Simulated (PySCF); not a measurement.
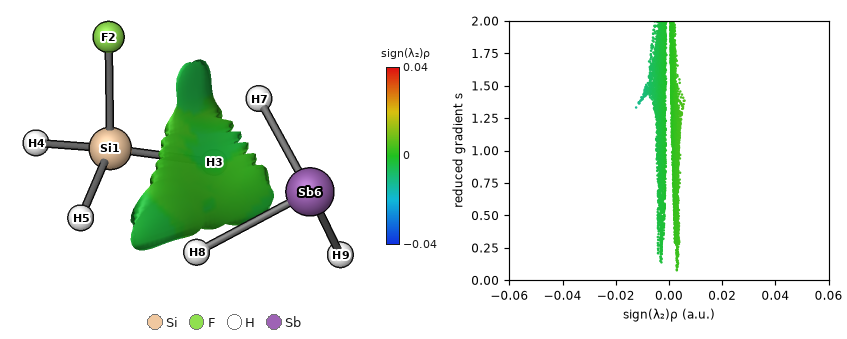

Figure 1: FH6SbSi, SMILES `[SiH3]F.[SbH3]`. Non-covalent interaction surfaces between the fragments (reduced density gradient s = 0.5, coloured by sign(λ₂)ρ in a.u.; trimmed to the region between the fragments where ρ is under 0.06 a.u.). Fragment A: SiH3F (atoms 1–5); fragment B: SbH3. The plot gives s against sign(λ₂)ρ for grid points between the fragments.

Level of theory: PBE/def2-SVPD (PySCF), at a geometry from GFN2-xTB. Core potentials replace the inner electrons of Sb; spin–orbit coupling isn't included. GFN2-xTB bond lengths at metals and heavier atoms can be off by up to 0.1 Å and shapes distorted, which carries into these values.

The calculation's input:

```python
import numpy as np
from pyscf import gto, scf, dft
from pyscf.scf import atom_ks, atom_hf
from scipy.linalg import block_diag
from pyscf.dispersion import dftd3

def solve(mol, dm0=None, hcore=None):
    mf = (dft.UKS if mol.spin else dft.RKS)(mol, xc='pbe')
    mf.grids.level = 3
    mf = mf.density_fit(auxbasis='def2-universal-jkfit')
    mf.conv_tol, mf.max_cycle = 1e-8, 80
    if hcore is not None:
        mf.get_hcore = lambda *args: hcore
    mf.kernel(dm0)
    if not mf.converged:
        mf = mf.newton().run(mf.mo_coeff, mf.mo_occ, max_cycle=30)
    assert mf.converged, 'SCF not converged'
    return mf

mol = gto.M(atom='''
Si    -2.96407    -0.49957    -0.00018
F     -2.81949     1.10064     0.00114
H     -2.46566    -0.92481    -1.29867
H     -4.39039    -0.73727     0.16889
H     -2.16708    -0.95986     1.12503
Sb     1.45646     0.01421    -0.00417
H      0.05527     0.88721    -0.29222
H      0.75085    -0.62885     1.38531
H      0.81010    -1.27285    -0.88327
''', basis='def2-svpd', ecp={'Sb': 'def2-svpd'}, charge=0, spin=0, verbose=4)
mol_a = gto.M(atom='''
Si    -2.96407    -0.49957    -0.00018
F     -2.81949     1.10064     0.00114
H     -2.46566    -0.92481    -1.29867
H     -4.39039    -0.73727     0.16889
H     -2.16708    -0.95986     1.12503
ghost-Sb     1.45646     0.01421    -0.00417
ghost-H      0.05527     0.88721    -0.29222
ghost-H      0.75085    -0.62885     1.38531
ghost-H      0.81010    -1.27285    -0.88327
''', basis='def2-svpd', charge=0, spin=0, verbose=4)
mol_b = gto.M(atom='''
ghost-Si    -2.96407    -0.49957    -0.00018
ghost-F     -2.81949     1.10064     0.00114
ghost-H     -2.46566    -0.92481    -1.29867
ghost-H     -4.39039    -0.73727     0.16889
ghost-H     -2.16708    -0.95986     1.12503
Sb     1.45646     0.01421    -0.00417
H      0.05527     0.88721    -0.29222
H      0.75085    -0.62885     1.38531
H      0.81010    -1.27285    -0.88327
''', basis='def2-svpd', ecp={'Sb': 'def2-svpd'}, charge=0, spin=0, verbose=4)
ab, a, b = solve(mol), solve(mol_a), solve(mol_b)
e_int = ab.e_tot - a.e_tot - b.e_tot
print('counterpoise-corrected interaction energy / kcal/mol', e_int * 627.5095)
def disp(atoms, charge):
    m = gto.M(atom=atoms, charge=charge, basis='sto-3g', spin=None, unit='Bohr', verbose=0)
    return dftd3.DFTD3Dispersion(m, xc='pbe', version='d3bj').get_dispersion()['energy']
e_disp = disp(mol._atom, mol.charge) - disp(mol._atom[:5], mol_a.charge) - disp(mol._atom[5:], mol_b.charge)
print('D3(BJ) part / kcal/mol', e_disp * 627.5095)
# spherically averaged free atoms, for the promolecule
atom_ks.AtomSphAverageRKS.init_guess_by_vsap = lambda self, mol=None: self.init_guess_by_minao(mol)  # core potentials
atm = atom_ks.get_atm_nrks(mol, xc='pbe')
pro = block_diag(*[(atm[a[0]][2] * atm[a[0]][3]) @ atm[a[0]][2].T for a in mol._atom])
np.savez('result.npz', e_int=e_int, e_disp=e_disp, dm_a=a.make_rdm1(), dm_b=b.make_rdm1(), c=ab.mo_coeff, occ=ab.mo_occ, eps=ab.mo_energy, pro=pro, d=[f.dip_moment(verbose=0) for f in (ab, a, b)])
```

Launched as:

```sh
OMP_NUM_THREADS=1 python input.py
```

The run took 47 s on 1 thread of Arm Neoverse V1, on a shared host, peak memory 0.47 GiB.

Partitions, critical points and surface values were worked out afterwards from this run's density.

> Interpret the surfaces between the fragments.

Bond critical points between the fragments: F2···H7, 2.90 Å, ρ = 0.004 a.u. It is weak and appears green (van der Waals range). The pose is a local one from a semi-empirical search, not shown to be the most stable.

> How strongly are they bound?

The counterpoise-corrected interaction energy of the frozen fragments is −0.3 kcal/mol without dispersion correction and −1.6 kcal/mol with D3(BJ). The pair geometry is semi-empirical, not a minimum at this level.
